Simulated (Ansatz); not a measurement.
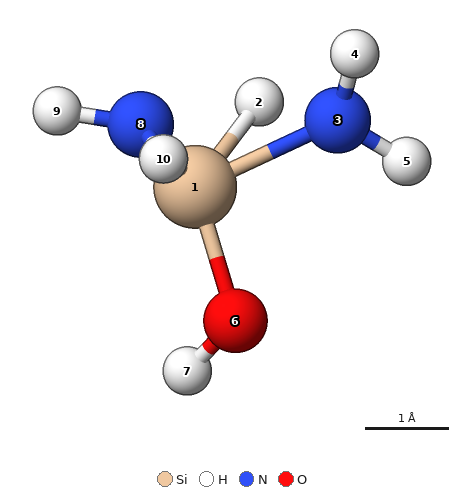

Figure 1. The structure as given in the input (ball-and-stick view, seen at a tilt; atoms are numbered from 1 in the order of the input). Bond lengths as drawn: H–N 1.02 to 1.03 Å, H–O 0.98 Å, H–Si 1.66 Å, N–Si 1.76 to 1.90 Å and O–Si 1.71 Å.

**Run report: SiN$_{2}$H$_{6}$O, phonon calculation**

System: SiN$_{2}$H$_{6}$O.
Method: RKS revPBE-D4/6-31G* (Ansatz 0.2.0).

It belongs to a series of runs on one base structure; here: vibrations at the highest image of the band. Figures and captions count atoms from 1; the log counts them from 0 in places.

Input file
```yaml
crystal:
  periodic: [false, false, false]
  atoms:
    - { symbol: Si, position_ang: [-0.312147, -0.104488, 0.313054] }
    - { symbol: H, position_ang: [0.810458, -0.066879, 1.532241] }
    - { symbol: "N", position_ang: [1.590947, -0.025312, 0.320395] }
    - { symbol: H, position_ang: [2.160407, -0.852914, 0.117212] }
    - { symbol: H, position_ang: [2.097175, 0.858934, 0.212088] }
    - { symbol: O, position_ang: [-0.606383, 1.226377, -0.720573] }
    - { symbol: H, position_ang: [-1.418835, 1.695457, -0.445224] }
    - { symbol: "N", position_ang: [-0.506564, -1.665494, -0.482055] }
    - { symbol: H, position_ang: [-1.330341, -2.207122, -0.211265] }
    - { symbol: H, position_ang: [-0.419216, -1.66846, -1.505273] }
basis:
  gaussian: { orbitals: "6-31G*" }
hamiltonian:
  xc: revpbe
  dispersion: d4
phonons: {}
```

Hardware: 1 thread of Arm Neoverse V2, 24 GiB of memory available, shared host.

Launch command:
```bash
ansatz run input.yaml --threads 1 --pin off --max-ram 2048MiB --backend cpu --events-out ev --progress --plain --runs-dir out
```

Log
```
Engine: ansatz 0.2.0, aarch64-unknown-linux-gnu
Functional definition: revPBE
  parameter kappa = 1.245
  parameter beta = 0.06672455060314922
  exchange = pbe_x(kappa = kappa, mu = beta*pi^2/3)
  correlation = pbe_c(beta = beta)
973 factors; their error is unknown
mean field evaluation 1: about -12981.4695 eV, gradient 9.3e1 eV
mean field evaluation 2: about -12922.9143 eV, gradient 1.8e2 eV
mean field evaluation 4: about -12996.0039 eV, gradient 2.7e1 eV
mean field evaluation 8: about -12998.0755 eV, gradient 2.8e-1 eV
mean field evaluation 16: about -12998.0134 eV, gradient 4.3e-4 eV
mean field -12998.01342412 eV, -477.6681829666 hartree, gradient 2.7e-5 eV, S^2 0.000000; 0 other end points of the search recorded, 0 dependent functions left out
the calculation of the forces begins
reference -12998.01346160 eV, -477.6681843437 hartree; 21, 21 occupied and 55, 55 virtual orbitals, 973 factors
these checks for a lower state are left out or cut short: stability, starts, cluster_reference, orbital_swaps, neighbouring_geometries, increment
973 factors; their error is unknown
mean field -12998.01364297 eV, -477.6681910092 hartree, gradient 8.0e-7 eV, S^2 0.000000; 0 other end points of the search recorded, 0 dependent functions left out
[... from here on the field's lines of each further geometry are left out, up to the last ...]
the calculation of the forces begins
reference -12998.01329760 eV, -477.6681783169 hartree; 21, 21 occupied and 55, 55 virtual orbitals, 973 factors
these checks for a lower state are left out or cut short: stability, starts, cluster_reference, orbital_swaps, neighbouring_geometries, increment
973 factors; their error is unknown
mean field -12998.01333473 eV, -477.6681796814 hartree, gradient 1.2e-6 eV, S^2 0.000000; 0 other end points of the search recorded, 0 dependent functions left out
the calculation of the forces begins
reference -12998.01337219 eV, -477.6681810581 hartree; 21, 21 occupied and 55, 55 virtual orbitals, 973 factors
WARN: phonons: modes at or below zero, which the zero-point energy, F, S and C_V leave out: 1, the lowest at -1328.75 cm⁻¹. A minimum has none, and a first-order saddle one
Total energy: -12998.58931863 eV, -477.6893466994 hartree
Atom 0 at    -0.312147    -0.104488     0.313054 Å, force    -0.001891     0.005347     0.004588 eV/Å
Atom 1 at     0.810458    -0.066879     1.532241 Å, force    -0.003756    -0.003590    -0.000038 eV/Å
Atom 2 at     1.590947    -0.025312     0.320395 Å, force    -0.003491    -0.003755     0.003360 eV/Å
Atom 3 at     2.160407    -0.852914     0.117212 Å, force     0.004611    -0.000407    -0.001751 eV/Å
Atom 4 at     2.097175     0.858934     0.212088 Å, force    -0.000953     0.000620    -0.002977 eV/Å
Atom 5 at    -0.606383     1.226377    -0.720573 Å, force    -0.000614    -0.001676     0.000157 eV/Å
Atom 6 at    -1.418835     1.695457    -0.445224 Å, force     0.000540    -0.000623    -0.000907 eV/Å
Atom 7 at    -0.506564    -1.665494    -0.482055 Å, force     0.008479     0.004375    -0.007802 eV/Å
Atom 8 at    -1.330341    -2.207122    -0.211265 Å, force    -0.000823     0.002768     0.004857 eV/Å
Atom 9 at    -0.419216    -1.668460    -1.505273 Å, force    -0.002103    -0.003058     0.000513 eV/Å
Dipole moment:     0.088056    -0.035534    -0.133769 e Å
Vibrations: -1328.75 134.93 171.86 226.67 290.05 322.18 332.44 474.28 509.56 651.93 692.03 736.63 819.78 831.27 910.91 1068.49 1488.22 1574.21 1735.55 3399.86 3406.92 3530.39 3552.62 3669.07 cm⁻¹, zero-point energy 1.892609 eV
```

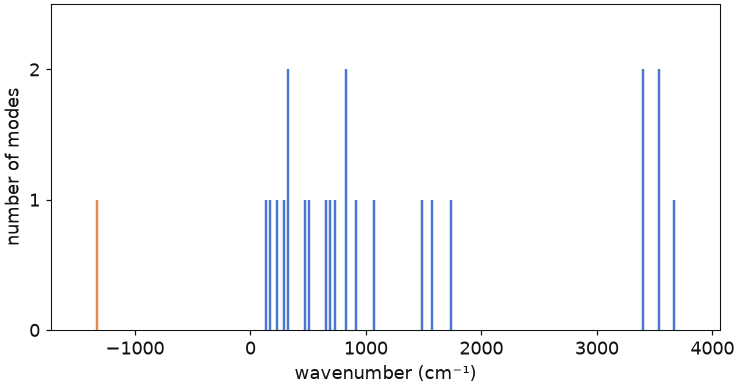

Figure 2. Harmonic vibrational wavenumbers from the force constants; neighbouring modes closer than 23 cm⁻¹ are counted in one stick, and imaginary ones are drawn at negative wavenumbers. 24 modes from 1329i to 3669 cm⁻¹, 1 imaginary beyond 8i (1329i cm⁻¹): a first-order saddle point, if the geometry is stationary.

Summary

| quantity | value |
| --- | --- |
| outcome | converged |
| total energy | −12998.5893 eV |
| mean-field energy | −12998.0135 eV |
| largest force (length of the vector) | 0.012 eV/Å |
| wall time | 75 s |
| peak memory | 0.11 GiB |
